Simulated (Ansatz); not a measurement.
# H···CHO···H3Si (doublet): what the fields show

Input file:

```
crystal:
  periodic: [false, false, false]
  atoms:
    - {symbol: H, position_ang: [0.230069, -0.465310, -0.073273]}
    - {symbol: C, position_ang: [0.686772, -1.058685, -1.256018]}
    - {symbol: O, position_ang: [1.699532, -0.709976, -1.752289]}
    - {symbol: Si, position_ang: [-0.473870, 0.698981, 0.994469]}
    - {symbol: H, position_ang: [-0.165855, -1.521978, -1.810575]}
    - {symbol: H, position_ang: [0.577671, 1.085905, 1.970859]}
    - {symbol: H, position_ang: [-0.925373, 1.889687, 0.227264]}
    - {symbol: H, position_ang: [-1.628946, 0.081377, 1.699562]}
basis:
  gaussian: {orbitals: def2-TZVPP}
magnetization: {spin_polarized: true, initial_magnetization: 1}
hamiltonian: {xc: pbe0, dispersion: d4}
output: {orbitals: {seedname: orbitals}}
```

Launched as:

```sh
ansatz run in.yaml --threads 4 --pin off --events-out ev --progress --plain --max-ram 9574MiB
```

A transition-state structure; geometry: PBE0-D4/def2-TZVP.

These are results of UKS PBE0-D4/def2-TZVPP (Ansatz 0.2.0), not measurements.

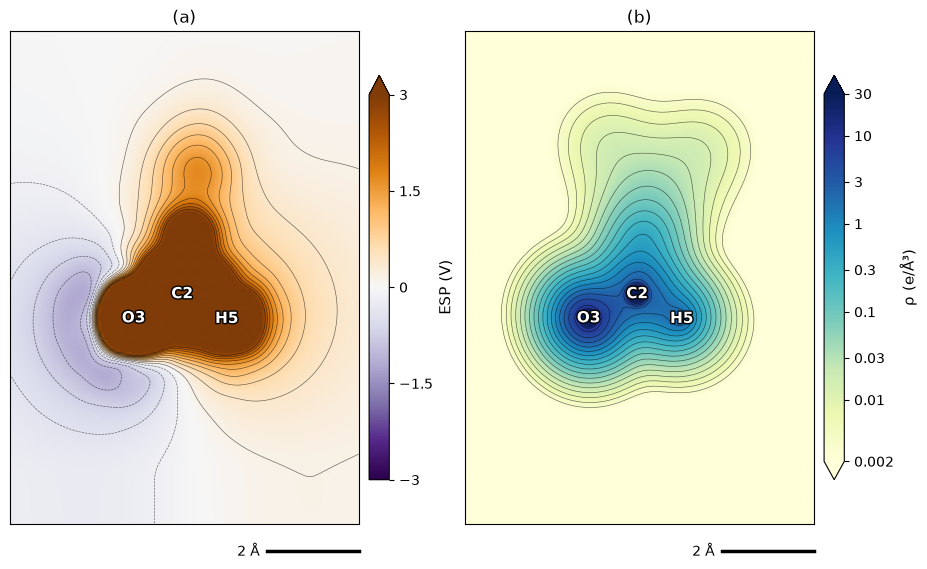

Figure 1. (a) electrostatic potential; (b) total electron density on the plane of atoms O3, C2 and H5.

Q: Describe what can be read from this map.

A: The plane passes through C, O and H nuclei. C–O (1.18 Å): ρ at the midpoint is about 3.6 e/Å³. C–H (1.12 Å): ρ is about 2 e/Å³ halfway. Outside the dense part of the complex the potential is most negative (−1.2 V) near O3.

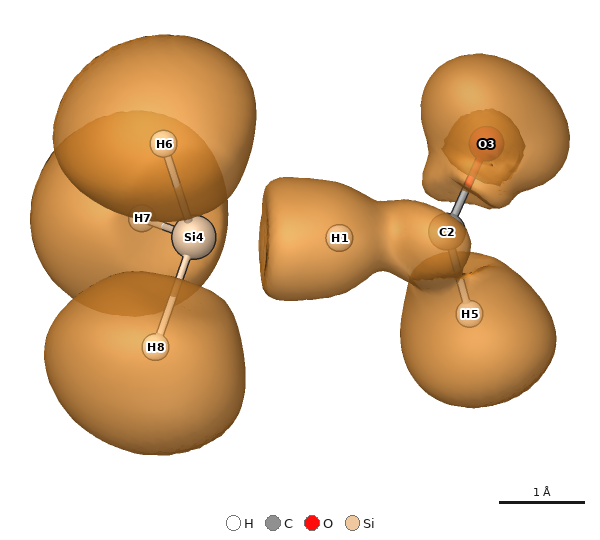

Figure 2. Isosurface of the electron localisation function at 0.75 (orange), seen at a tilt. Only the valence region is drawn (cores and ρ < 0.01 e/Å³ removed).

Q: Identify the bonds, lone pairs and shells in this picture.

A: The surface consists of three regions around hydrogen nuclei, one region on O in which the atom's valence shell and bonds are merged and one joined region spread over several atoms (C, H, Si), in which their bonds and any lone pairs are merged. Along the contacts the grid gives the following. C2···H1 (1.40 Å): the ELF climbs to about 1 towards the hydrogen, as it does in any bond to H. C–O (1.18 Å): the ELF peaks at about 0.85 between the atoms (a multiple bond).

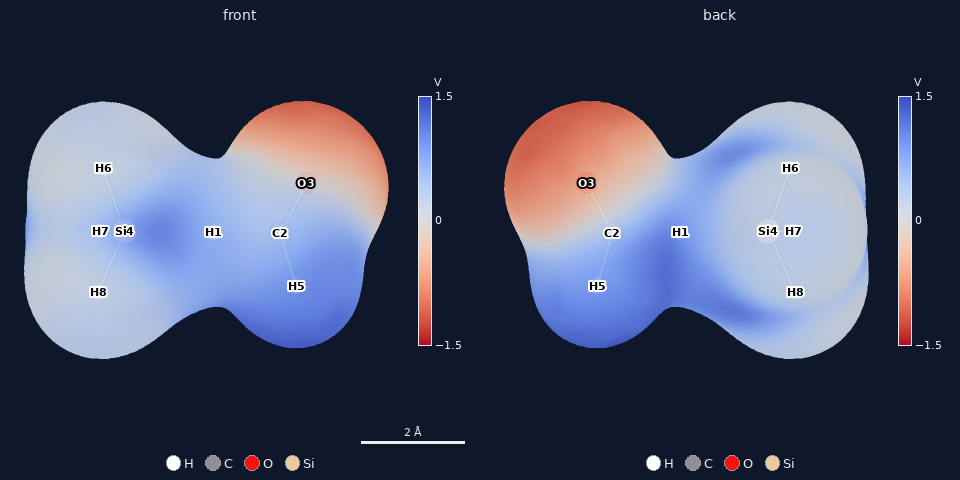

Figure 3. The molecular electrostatic potential painted on the density surface at 0.002 e/bohr³, seen from the front and from behind; red is negative and blue positive.

Q: Describe the electrostatic potential map.

A: The most negative region (about −1.1 V) lies over O3, the most positive (about +1.3 V) over H5. O3 is the likeliest acceptor of a hydrogen bond.
